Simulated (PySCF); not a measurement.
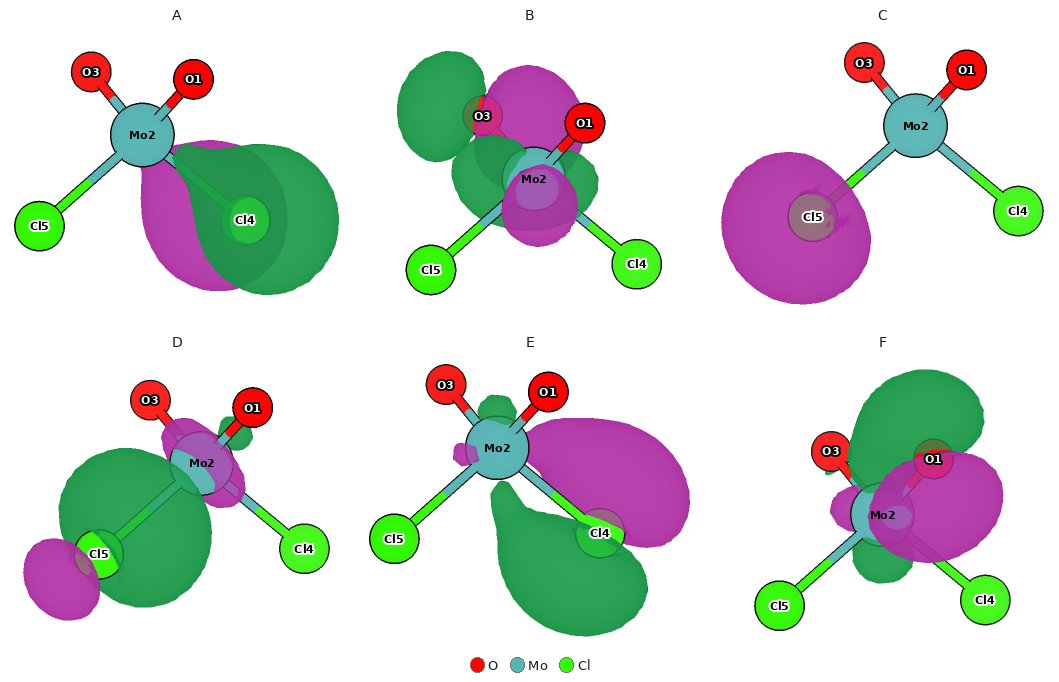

Cl$_{2}$MoO$_{2}$, SMILES `O=[Mo](=O)(Cl)Cl`. Pipek–Mezey orbitals, occupied; each surface holds about 85 % of the orbital's density. Energies are diagonal elements of the Fock matrix.

Method: ωB97X/def2-TZVP; geometry: GFN2-xTB; program: PySCF. Core potentials replace the inner electrons of Mo; spin–orbit coupling isn't included. This is a single-reference result, which may miss multireference character in this system. No frequency check shows the geometry to be a minimum. GFN2-xTB bond lengths at metals and heavier atoms can be off by up to 0.1 Å and shapes distorted, which carries into these values.

Geometry (Å), atoms numbered from 1:

```
O1      -0.0004    1.1724   -1.3948
Mo2      0.0000    0.3195    0.0000
O3       0.0004    1.1724    1.3948
Cl4     -1.7326   -0.9464    0.0001
Cl5      1.7326   -0.9464   -0.0001
```

> Name the orbitals, with their atomic make-up and energies.

By panel:
- A: lone pair on Cl4 (p-type) (Cl4 98 %; −13.5 eV)
- B: pair mostly on O3, shared in part with Mo2 (O3 81 %, Mo2 17 %; −16.2 eV)
- C: lone pair on Cl5 (s-type) (Cl5 99 %; −22.7 eV)
- D: pair mostly on Cl5, shared in part with Mo2 (Cl5 81 %, Mo2 18 %; −20.4 eV)
- E: lone pair on Cl4 (p-type) (Cl4 95 %, Mo2 4 %; −13.5 eV)
- F: lone pair on O1 (p-type) (O1 90 %, Mo2 9 %; −14.4 eV)
